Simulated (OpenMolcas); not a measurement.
# W³⁺ among point charges: CASSCF and CASPT2 levels and susceptibility

How does a field of 6 point charges split the states of W³⁺, and what χT follows?

The numbers are computed with OpenMolcas 26.06 (state-averaged CASSCF and CASPT2, spin-orbit coupling by RASSI with atomic mean-field integrals), except any that are marked as measured or tabulated.

## Step 1: Starting point

```
Species                           : W³⁺ (tungsten, Z = 74, 71 electrons)
Basis                             : ANO-RCC-VDZP [7s6p4d2f1g], 68 functions
Scalar Hamiltonian                : DKH2, point nucleus
Inactive shells                   : 1s 2s 2p 3s 3p 3d 4s 4p 4d 4f 5s 5p
Active space                      : 3 electrons in 5 orbitals (5d)
Some configurations of this space : 5d3
Orbitals                          : optimised for each spin and parity, averaged over all roots
```

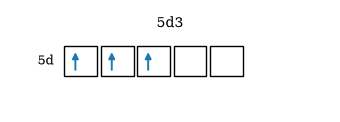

Outer shells as boxes.

The ion sits among 6 point charges of -1 e arranged as a tetragonal octahedron (D4h), 2.11 Å from the ion, with the axial distance 2.300 Å.

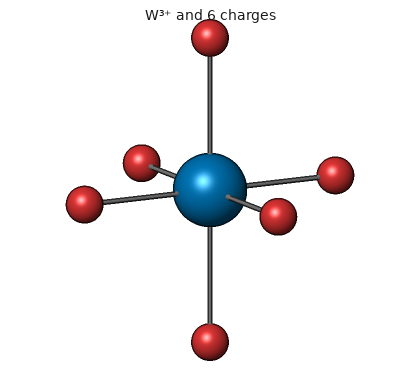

The ion and the point charges (red).

The work runs as a chain of OpenMolcas steps in one folder; each step below is one input file. Labels, J, g values, rates, χT and fits are worked out afterwards by a script from the matrices that RASSI stores. The input lists half of the charges; inversion (Group=XYZ) makes the rest.

## Step 2: One- and two-electron integrals

Input file a.inp:

```
&GATEWAY
Coord
1

W 0.0 0.0 0.0
Basis=ANO-RCC-VDZP
Group=XYZ
NoMove
AngMom=0.0 0.0 0.0
AMFI
XField
3 Angstrom 0
2.110000 0.000000 0.000000 -1.000000
0.000000 2.110000 0.000000 -1.000000
0.000000 0.000000 2.299900 -1.000000
&SEWARD
```

Standard output:

```text
Basis set label: W.ANO-RCC...7S6P4D2F1G.

      Electronic valence basis set:
      ------------------
      Associated Effective Charge  74.000000 au
      Associated Actual Charge     74.000000 au
      Nuclear Model: Point charge

      Shell  nPrim  nBasis  Cartesian Spherical Contaminant
         s      24       7        X
         p      21       6        X
         d      15       4                 X
         f      11       2                 X
         g       4       1                 X
                  Relativistic Douglas-Kroll-Hess integrals:
                    - DKH order of Hamiltonian: 2
                    - DKH order of Properties : 0
                  Atomic mean-field integrals
```

## Step 3: Reference wave functions, quartets of even parity, 10 roots

Input file a.inp:

```
&RASSCF
FileOrb=start.orb
Symmetry=1
Spin=4
nActEl=3 0 0
Inactive=15 19
Ras2=5 0
CIRoot=10 10 1
SDav=10
CIMx=300
Iter=120 100
PrWF=0.3
OrbListing=Nothing
MaxOrb=0
>>> COPY $Project.JobIph JOB001
```

start.orb holds the contracted functions of the basis, ordered by shell, or the orbitals of the step before.

Standard output:

```text
Wave function specifications:
      -----------------------------

      Number of closed shell electrons          68
      Number of electrons in active shells       3
      Max number of holes in RAS1 space          0
      Max nr of electrons in RAS3 space          0
      Number of inactive orbitals               34
      Number of active orbitals                  5
      Number of secondary orbitals              29
      Spin quantum number                      1.5
      State symmetry                             1
Orbital specifications:
      -----------------------

      Symmetry species                           1   2
                                                ag  au
      Frozen orbitals                            0   0
      Inactive orbitals                         15  19
      Active orbitals                            5   0
      RAS1 orbitals                              0   0
      RAS2 orbitals                              5   0
      RAS3 orbitals                              0   0
      Secondary orbitals                        16  13
      Deleted orbitals                           0   0
      Number of basis functions                 36  32
      Number of CSFs                            10
      Number of root(s) required                10
      Iter CI   SX   CI       RASSCF       Energy    max ROT     max BLB   max BLB  Level Ln srch  Step   QN
          iter iter root      energy       change     param      element    value   shift minimum  type update
 Nr of preliminary CI iterations:   1
      Total energies have been shifted. Add               -16000.00 au
        1   1    5    0  -129.95192425    0.00E+00   1.54E-01*  18  21 2  1.39E-01*  0.34   0.00    SX    NO
        2   1    6    0  -130.03050572   -7.86E-02*  1.63E-02   11  27 2 -1.36E-01*  0.39   0.00    SX    NO
        3   1    5    0  -130.03688647   -6.38E-03*  1.90E-02   13  29 2  9.73E-02*  0.37   0.00    SX    NO
        4   1    5    0  -130.03923865   -2.35E-03* -8.76E-03   10  26 2 -7.53E-02*  0.39   0.00    SX    NO
        5   1    5    0  -130.04053121   -1.29E-03* -3.70E-03   13  29 2  5.88E-02*  0.38   0.57    LS   YES
        6   1    5    0  -130.04236129   -1.83E-03*  6.75E-03   18  21 1 -2.16E-03*  0.39   1.03    QN   YES
        7   1    4    0  -130.04239922   -3.79E-05*  9.90E-03   18  21 1 -1.58E-03*  0.39   2.50    LS   YES
        8   1    5    0  -130.04242220   -2.30E-05* -5.18E-03   10  26 2 -2.14E-03*  0.39   1.09    QN   YES
        9   1    4    0  -130.04243278   -1.06E-05* -3.36E-03   17  23 2 -5.48E-04*  0.39   1.65    LS   YES
       10   1    4    0  -130.04243474   -1.96E-06*  4.40E-04   19  25 2 -7.46E-04*  0.39   1.01    QN   YES
       11   1    4    0  -130.04243547   -7.32E-07*  9.54E-05   19  22 2  1.24E-04*  0.39   1.23    QN   YES
       12   1    3    0  -130.04243550   -2.84E-08*  1.64E-06   19  22 2  7.53E-06   0.39   1.01    QN   YES
       13   1    2    0  -130.04243550   -4.91E-11   5.98E-07   17  23 2  1.55E-06   0.39   2.50    QN   YES
      Convergence after 13 iterations
       14   1    2    0  -130.04243550    2.73E-11   5.98E-07   19  25 2  5.76E-08   0.39   2.50    QN   YES
      Natural orbitals and occupation numbers for root  1
      sym 1:   1.000000   1.000000   0.000000   1.000000  -0.000000
      Natural orbitals and occupation numbers for root  2
      sym 1:   0.991613   0.008387   1.000000   0.991613   0.008387
      Natural orbitals and occupation numbers for root  3
      sym 1:   0.991613   0.991613   1.000000   0.008387   0.008387
::    RASSCF root number  1 Total energy: -16130.09561070
::    RASSCF root number  2 Total energy: -16130.06716931
::    RASSCF root number  3 Total energy: -16130.06716931
::    RASSCF root number  4 Total energy: -16130.06029263
::    RASSCF root number  5 Total energy: -16130.04946759
::    RASSCF root number  6 Total energy: -16130.04014831
::    RASSCF root number  7 Total energy: -16130.04014831
::    RASSCF root number  8 Total energy: -16130.00456669
::    RASSCF root number  9 Total energy: -16129.99989109
::    RASSCF root number 10 Total energy: -16129.99989109
```

## Step 4: CASSCF: doublets of even parity, 40 roots

Input file a.inp:

```
&RASSCF
FileOrb=start.orb
Symmetry=1
Spin=2
nActEl=3 0 0
Inactive=15 19
Ras2=5 0
CIRoot=40 40 1
SDav=40
CIMx=300
Iter=120 100
PrWF=0.3
OrbListing=Nothing
MaxOrb=0
>>> COPY $Project.JobIph JOB002
```

Standard output:

```text
Wave function specifications:
      -----------------------------

      Number of closed shell electrons          68
      Number of electrons in active shells       3
      Max number of holes in RAS1 space          0
      Max nr of electrons in RAS3 space          0
      Number of inactive orbitals               34
      Number of active orbitals                  5
      Number of secondary orbitals              29
      Spin quantum number                      0.5
      State symmetry                             1
Orbital specifications:
      -----------------------

      Symmetry species                           1   2
                                                ag  au
      Frozen orbitals                            0   0
      Inactive orbitals                         15  19
      Active orbitals                            5   0
      RAS1 orbitals                              0   0
      RAS2 orbitals                              5   0
      RAS3 orbitals                              0   0
      Secondary orbitals                        16  13
      Deleted orbitals                           0   0
      Number of basis functions                 36  32
      Number of CSFs                            40
      Number of root(s) required                40
      Iter CI   SX   CI       RASSCF       Energy    max ROT     max BLB   max BLB  Level Ln srch  Step   QN
          iter iter root      energy       change     param      element    value   shift minimum  type update
 Nr of preliminary CI iterations:   1
      Total energies have been shifted. Add               -16000.00 au
        1   1    5    0  -129.96576783    0.00E+00  -9.77E-03   18  25 1 -7.24E-03*  0.37   0.00    SX    NO
        2   1    4    0  -129.96618969   -4.22E-04*  1.25E-03   17  25 2 -4.81E-03*  0.37   0.00    SX    NO
        3   1    4    0  -129.96621542   -2.57E-05*  8.24E-04   15  32 2 -3.11E-03*  0.37   0.00    SX    NO
        4   1    4    0  -129.96621944   -4.02E-06* -4.68E-04   10  29 2  2.43E-03*  0.37   0.00    SX    NO
        5   1    4    0  -129.96622098   -1.53E-06* -1.99E-04   14  31 2 -1.92E-03*  0.37   0.57    LS   YES
        6   1    4    0  -129.96622286   -1.88E-06* -4.36E-04   19  20 2  1.40E-04*  0.37   1.00    QN   YES
        7   1    4    0  -129.96622302   -1.61E-07* -5.25E-04   18  21 1 -9.35E-05   0.37   2.21    LS   YES
        8   1    4    0  -129.96622309   -6.85E-08*  2.64E-04   17  25 2  8.85E-05   0.37   1.00    QN   YES
        9   1    4    0  -129.96622313   -3.91E-08*  3.64E-04   17  22 2 -5.39E-05   0.37   2.38    LS   YES
       10   1    3    0  -129.96622315   -2.00E-08*  1.38E-05   17  22 2 -9.78E-06   0.37   1.01    QN   YES
       11   1    3    0  -129.96622315   -1.71E-10  -8.22E-06   18  22 1  1.78E-06   0.37   2.50    QN   YES
      Convergence after 11 iterations
       12   1    3    0  -129.96622315   -3.82E-11  -8.22E-06   17  22 2  5.23E-07   0.37   2.50    QN   YES
      Natural orbitals and occupation numbers for root  1
      sym 1:   0.990365   0.937113   0.062527   0.990365   0.019631
      Natural orbitals and occupation numbers for root  2
      sym 1:   0.965998   0.989838   0.034400   0.965998   0.043765
      Natural orbitals and occupation numbers for root  3
      sym 1:   0.944437   0.571007   0.011205   1.399127   0.074224
::    RASSCF root number  1 Total energy: -16130.03439301
::    RASSCF root number  2 Total energy: -16130.03410749
::    RASSCF root number  3 Total energy: -16130.03226084
::    RASSCF root number  4 Total energy: -16130.03226084
::    RASSCF root number  5 Total energy: -16130.03183906
::    RASSCF root number  6 Total energy: -16130.01326585
::    RASSCF root number  7 Total energy: -16130.01326585
::    RASSCF root number  8 Total energy: -16130.01315264
::    RASSCF root number  9 Total energy: -16130.01154041
::    RASSCF root number 10 Total energy: -16130.00475415
::    RASSCF root number 11 Total energy: -16130.00475415
::    RASSCF root number 12 Total energy: -16130.00082381
::    RASSCF root number 13 Total energy: -16130.00007867
::    RASSCF root number 14 Total energy: -16129.99504130
::    RASSCF root number 15 Total energy: -16129.99504130
::    RASSCF root number 16 Total energy: -16129.99389339
::    RASSCF root number 17 Total energy: -16129.99001920
::    RASSCF root number 18 Total energy: -16129.98537032
::    RASSCF root number 19 Total energy: -16129.97790642
::    RASSCF root number 20 Total energy: -16129.97790642
::    RASSCF root number 21 Total energy: -16129.97255440
::    RASSCF root number 22 Total energy: -16129.96900527
::    RASSCF root number 23 Total energy: -16129.96900527
::    RASSCF root number 24 Total energy: -16129.96300196
::    RASSCF root number 25 Total energy: -16129.95699507
::    RASSCF root number 26 Total energy: -16129.95699507
::    RASSCF root number 27 Total energy: -16129.95135823
::    RASSCF root number 28 Total energy: -16129.94330563
::    RASSCF root number 29 Total energy: -16129.94204624
::    RASSCF root number 30 Total energy: -16129.93925583
```

[end of part 1 of 2]
